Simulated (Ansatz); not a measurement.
```
atom    x (Å)    y (Å)    z (Å)
   O  -0.4315   1.7070  -1.0293
  Si   0.2659   0.7122   0.1281
   C   0.6209  -1.0633  -0.0686
   C  -0.4392  -0.8442   0.7585
   H  -1.0203   1.2570  -1.6605
   H   1.0921   1.6497   0.9383
   H   1.1290  -1.9707  -0.4403
   H  -1.1248  -1.5050   1.3180
```

Theory: RKS PBE/def2-SVP (Ansatz).

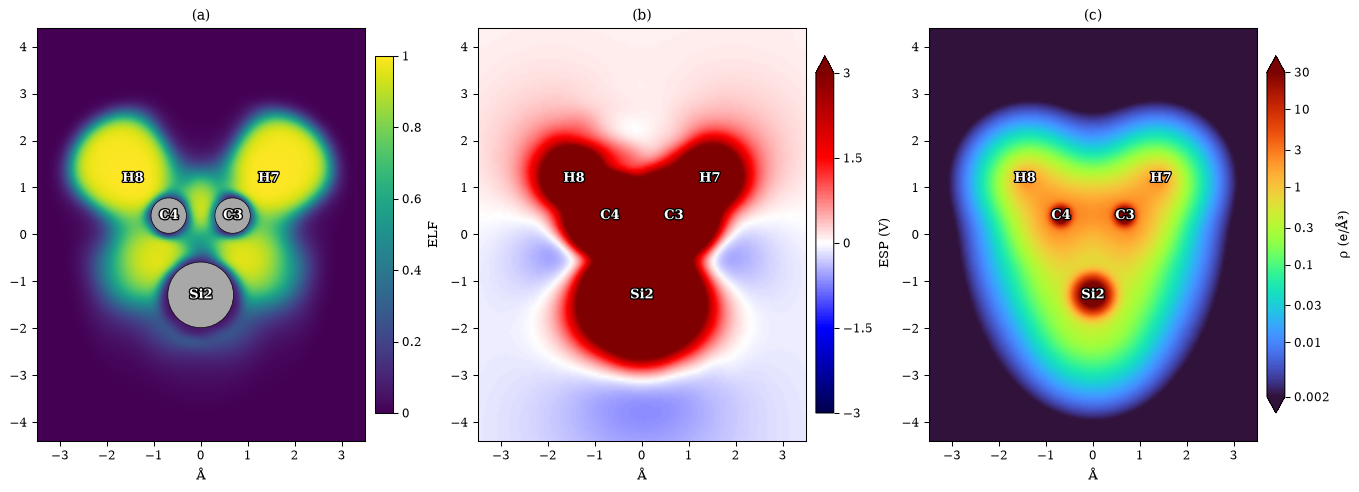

C2H4OSi (SMILES O[SiH]1C=C1). (a) electron localisation function; (b) molecular electrostatic potential; (c) electron density on the plane of atoms Si2, C3 and H7. Grey discs cover the atomic cores in the ELF map.

Question: Interpret the plot.

Answer:
- The plane passes through Si, C and H nuclei.
- C–C (1.36 Å): the density is about 2.1 e/Å³ at the midpoint; the ELF peaks at about 0.90 between the atoms (a covalent bond).
- C–Si (1.82 Å): the density is about 0.88 e/Å³ at the midpoint; the ELF peaks at about 0.80 between the atoms, as expected for a shared electron pair.
- C–H (1.10 Å): the density is about 1.9 e/Å³ at the midpoint; the ELF climbs to about 1 towards the hydrogen, as it does in any bond to H: an ordinary covalent bond to hydrogen.
- Outside the dense part of the molecule the potential is most negative (−0.7 V) near O1, which lies off the plane.
